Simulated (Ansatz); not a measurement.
RuSi (FeSi type, space group P2_13)

```cif
data_Ru4Si4
_chemical_formula_sum 'Ru4 Si4'
_space_group_name_H-M_alt 'P213'
_space_group_IT_number 198
_space_group_name_Hall 'P 2ac 2ab 3'
_cell_length_a 4.73591
_cell_length_b 4.73591
_cell_length_c 4.73591
_cell_angle_alpha 90.000
_cell_angle_beta 90.000
_cell_angle_gamma 90.000
loop_
_atom_site_label
_atom_site_type_symbol
_atom_site_symmetry_multiplicity
_atom_site_Wyckoff_symbol
_atom_site_fract_x
_atom_site_fract_y
_atom_site_fract_z
_atom_site_occupancy
Ru1 Ru 4 a 0.12921 0.12921 0.12921 1
Si1 Si 4 a 0.83761 0.83761 0.83761 1
```

E(V) scan at fixed shape, V₀ the volume above. The atoms relax within the cell's symmetry.

The numbers are results of PBE (plane waves to 420 eV, PAW, scalar-relativistic; Ansatz, a quantum-chemistry and plane-wave program), not measurements. k mesh 10×10×10 (Γ-centred), Fermi-Dirac smearing 0.05 eV. E stands for the smeared free energy. RuSi is run without spin polarisation. RuSi was relaxed with its symmetry unable to fall. The zero of ΔE is the relaxed starting cell.

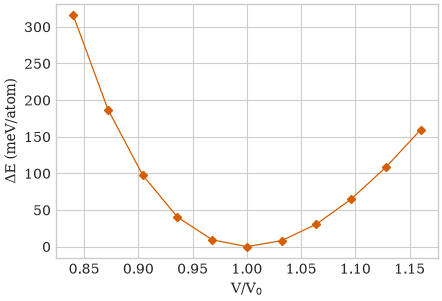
Figure: ΔE (meV/atom) against V/V₀; computed points joined by lines.

Q: What is ΔE at V/V₀ = 1.160?

A: About 160 meV/atom.

Q: What is ΔE at V/V₀ = 0.840?

A: About 320 meV/atom.

Q: What bulk modulus B₀ follows from a third-order Birch-Murnaghan fit?

A: About 210 GPa.

(A scan under strain: stresses follow from slopes of the energy per volume, elastic moduli from its curvatures.)
